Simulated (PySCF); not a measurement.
Vertical excitations of a molecule C4H4OSe from TDDFT-PBE/def2-SVPD in PySCF, as energy in eV (oscillator strength): 2.97 (0.036), 3.52 (0.000), 3.91 (0.000), 4.86 (0.028), 5.17 (0.010), 5.23 (0.002), 5.62 (0.082), 5.63 (0.007), 5.94 (0.009), 5.97 (0.001). Lowest triplet (TDA): 2.17 eV. Coordinates come from a B3LYP-D3(BJ)/def2-SVP optimisation. The values are those of a single conformer.

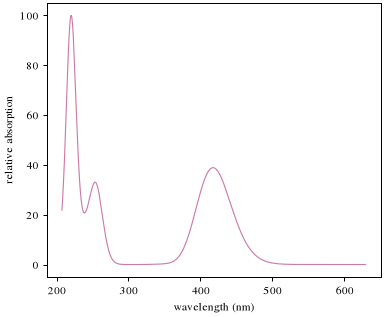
Fig. 1. The lines broadened by 0.4 eV.

Q: Which molecule gave these data?
A. C=C1[Se]CC1=O
B. C#C[C@@H]1OC[Se]1
C. C=C1CC(=O)[Se]1
D. C=C=C[Se]C=O

A: A, C=C1[Se]CC1=O
